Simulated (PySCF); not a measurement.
# C₄H₉BOSi: electronic excitations

Aim: predict the electronic excitations of C₄H₉BOSi (`CCOBC#C[SiH3]`).

Computed with PySCF 2.14.0, with density-fitted response routines of our own, on a single molecule in the gas phase. Atoms are numbered from 0 throughout.

## (1) The starting structure

16 atoms, charge 0, multiplicity 1; geometry from: GFN2-xTB.

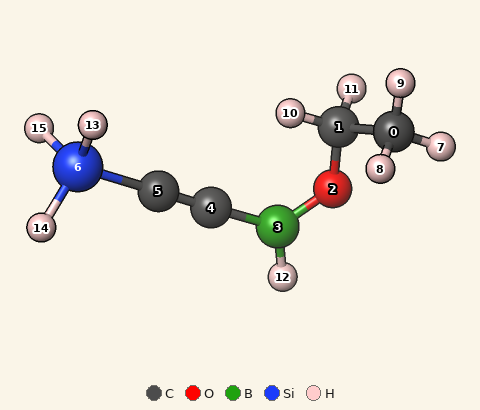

The starting geometry (carbon dark grey, oxygen red, boron green, silicon blue, hydrogen pink), atoms numbered.

## (2) TDDFT and polarisability: CAM-B3LYP/def2-SVPD

The job: settings as JSON, then the geometry in Å.

```
{"job": {"kind": "uv", "xc": "CAM-B3LYP", "basis": "def2-SVPD", "nstates": 8, "ntriplets": 3}, "charge": 0, "multiplicity": 1}
C     -2.676019     0.967253    -0.020117
C     -1.787759    -0.210668     0.364407
O     -1.525090    -1.005077    -0.769735
B     -0.320197    -1.260435    -1.266838
C      0.981775    -0.745914    -0.650714
C      2.004991    -0.342039    -0.140266
Si     3.571289     0.254981     0.634653
H     -3.590213     0.607341    -0.485632
H     -2.157179     1.611643    -0.726020
H     -2.931932     1.543462     0.864788
H     -0.850250     0.146734     0.810091
H     -2.305503    -0.845820     1.093647
H     -0.301849    -1.934599    -2.229513
H      3.286458     1.522173     1.317272
H      4.579923     0.454021    -0.409042
H      4.013956    -0.754110     1.601609
```

Level: TDDFT CAM-B3LYP/def2-SVPD, vertical, gas phase, core orbitals frozen in the response.

Launch:

```console
$ OMP_NUM_THREADS=1 python probes_run.py task.json out
```

This one command runs all jobs of the session in turn.

The log of the run:

```text
coarse grid: 13720 points
cycle   1  E = -546.8203700430  dE =  6.902e-01  |g| = 6.106e-01  |ddm| = 1.213e+01
cycle   2  E = -546.7922353094  dE =  2.813e-02  |g| = 7.715e-01  |ddm| = 2.350e+00
cycle   3  E = -546.9008818660  dE = -1.086e-01  |g| = 9.086e-02  |ddm| = 9.808e-01
cycle   4  E = -546.9025428356  dE = -1.661e-03  |g| = 3.396e-02  |ddm| = 2.020e-01
cycle   5  E = -546.9028331644  dE = -2.903e-04  |g| = 9.769e-03  |ddm| = 8.578e-02
cycle   6  E = -546.9028528628  dE = -1.970e-05  |g| = 4.881e-03  |ddm| = 2.301e-02
cycle   7  E = -546.9028588118  dE = -5.949e-06  |g| = 4.527e-04  |ddm| = 1.174e-02
final grid: 127528 points
cycle   8  E = -546.9978584829  dE = -3.336e-05  |g| = 2.873e-03  |ddm| = 1.562e-01
cycle   9  E = -546.9978588287  dE = -3.458e-07  |g| = 2.849e-03  |ddm| = 1.710e-02
cycle  10  E = -546.9978605587  dE = -1.730e-06  |g| = 4.400e-04  |ddm| = 4.042e-03
cycle  11  E = -546.9978605893  dE = -3.058e-08  |g| = 2.285e-04  |ddm| = 7.911e-04
cycle  12  E = -546.9978605999  dE = -1.055e-08  |g| = 5.075e-05  |ddm| = 4.044e-04
cycle  13  E = -546.9978606004  dE = -5.202e-10  |g| = 2.194e-05  |ddm| = 1.053e-04
converged SCF energy = -546.9978606004

Static polarisability (au): isotropic 93.802, principal 72.035 85.085 124.287

Singlet excitations
state   eV       nm        f      main configurations
  1   4.8745    254.4   0.00049   H->L 0.94
  2   5.6423    219.7   0.06682   H-1->L 0.68, H->L+2 0.13, H->L+1 0.09
  3   6.3050    196.6   0.00070   H-1->L+2 0.47, H-1->L+1 0.31
  4   6.4176    193.2   0.00409   H-2->L 0.82
  5   7.4717    165.9   0.45832   H->L+2 0.39, H-3->L 0.35, H-1->L 0.15
  6   7.5239    164.8   0.17303   H->L+1 0.65, H->L+2 0.11, H->L+4 0.11
  7   7.7504    160.0   0.01116   H-1->L+1 0.50, H-1->L+2 0.34, H-1->L+4 0.08
  8   7.7789    159.4   0.03532   H-4->L 0.73

Triplet excitations (Tamm-Dancoff, eV): 4.3494 4.5225 5.1981
```

Wall time 83 s (1 thread of Arm Neoverse N1, shared host); peak memory 0.99 GiB.

The orbitals next to the gap, with their largest atomic shares:

```
orbital      eV                       atoms
 HOMO−3  -10.88   O2 31 %, C1 18 %, C0 13 %
 HOMO−2  -10.54   O2 44 %, C1 11 %, B3 11 %
 HOMO−1   -9.58   C4 34 %, C5 34 %, O2 10 %
   HOMO   -9.38   C5 38 %, C4 35 %, Si6 6 %
   LUMO   -0.31   B3 24 %, C5 22 %, C4 22 %
 LUMO+1    0.89  B3 26 %, Si6 21 %, C5 13 %
 LUMO+2    1.03  Si6 34 %, C5 19 %, C4 16 %
```

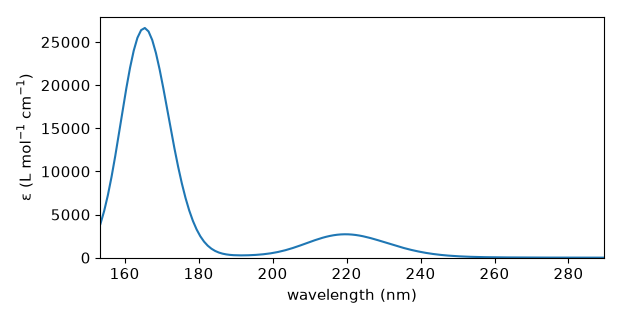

Absorption spectrum: each of the 8 states is a Gaussian band of 0.4 eV half-width at 1/e. Beyond the last state computed it falls off for lack of states.

Further results of this job:

```
           property  computed
  dipole moment (D)      1.97
polarisability (Å³)     13.90
 HOMO–LUMO gap (eV)      9.07
      −ε(HOMO) (eV)      9.38
```

## (3) Summary of results

| quantity | value |
| --- | --- |
| lowest singlet (CAM-B3LYP/def2-SVPD) | 4.87 eV (254 nm), f = 0.000 |
| brightest single state of those computed | state 5, 7.47 eV, f = 0.458 |
| lowest triplet | 4.35 eV |

**Reading.** The first singlet state (HOMO→LUMO 0.94) lies at 4.87 eV and is dark; of the 8 states computed, the strongest absorption comes from state 5 at 7.47 eV. The lowest triplet lies 0.53 eV below the lowest singlet (triplets in Tamm-Dancoff, singlets in full TDDFT).
